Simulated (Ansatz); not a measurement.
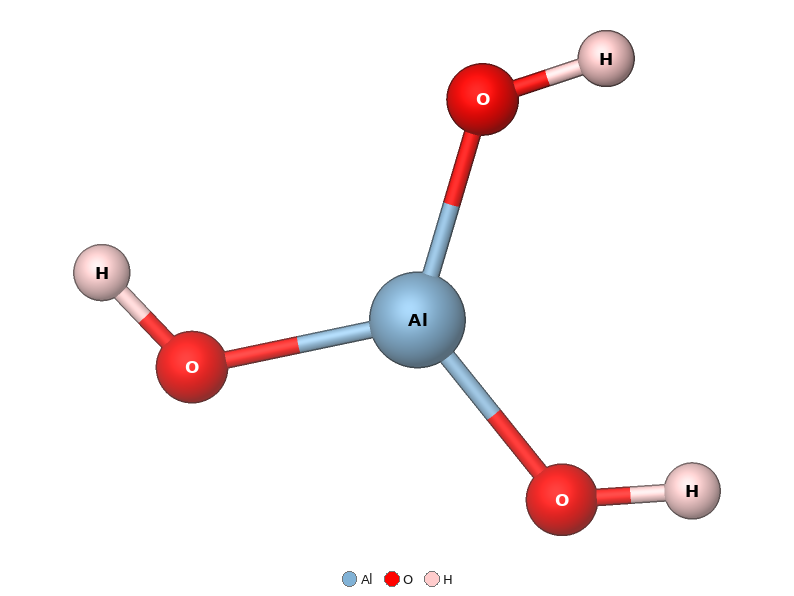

All atoms lie in one plane, which faces the viewer. Computed geometry: PBE0-D4/def2-TZVP optimisation.

Which symmetry elements does this geometry have?

Answer. It has 1 mirror plane, so the point group is Cs. The group has 2 operations. The geometry is achiral, and symmetry allows a dipole moment.
